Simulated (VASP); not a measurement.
Band structure of InSe (space group P6_3/mmc). Level of theory: modified Becke-Johnson potential (mBJ), VASP's PBE PAW potentials (set 64) (plane waves; VASP).

mBJ is a potential without an energy functional, so only the levels count. Without a dispersion term in the relaxation, distances and binding between the weakly bound layers, chains or molecules are unreliable, and so is what depends on them. Unless said otherwise, spin-orbit coupling is left out, though it shifts the bands of the heavy elements here.

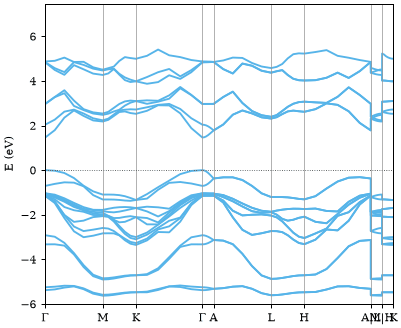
Fig. 1. Bands along high-symmetry lines, zero at the valence-band maximum or, without a gap, the Fermi level

### Question
Read the plot: is there a gap, and where are the band edges?

### Answer
The gap is direct, 1.46 eV, from the valence maximum at Γ to the conduction minimum at Γ.

Measured: gap 1.17 eV (computed value off by +0.29 eV), as given by Sangtae Kim et al., Scientific Data (2020), doi:10.1038/s41597-020-00723-8.

The structure comes from a computed database's InSe entry (P6_3/mmc), a phase known from measurement. It was relaxed first, which changed the volume by +7 %. The cell's shape comes from a PBE relaxation.
